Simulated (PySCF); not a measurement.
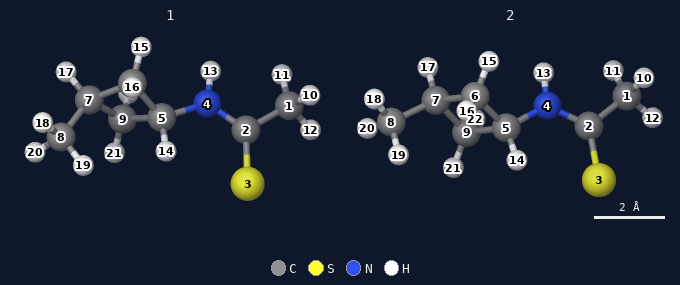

Two geometries of C$_{7}$H$_{13}$NS, drawn at one scale. One is the start of a relaxation, the other its converged end. A ball-and-stick model, seen at a tilt.

Computed with PBE0-D3(BJ)/def2-SVP geometry optimisation, gas phase in PySCF. 

Q: Which one is relaxed?

A: Structure 1 is the relaxed one. The start comes from GFN2-xTB. The largest moves after the best rigid fit, 0.81 Å, are those of H18 and H20. By element the largest moves are H 0.81 Å, C 0.56 Å, S 0.41 Å, N 0.12 Å. Among the contacts that change: C2–S3 1.642 → 1.655 Å, C1–H10 1.091 → 1.101 Å, C1–C2 1.498 → 1.504 Å, C6–C7 1.542 → 1.548 Å. Bond angles that change, for instance: N4–C5–C9 114.9° → 119.2°, N4–C5–C6 114.5° → 118.5°, C5–C6–H16 113.9° → 117.7°. Groups turn about C5–C6 by about 25°, C5–C9 by about 25°, C6–C7 by about 25°. Over 18 geometry steps the energy falls by 12.9 kJ/mol. Largest force component: 0.65 eV/Å at the start, 0.017 eV/Å at the end.
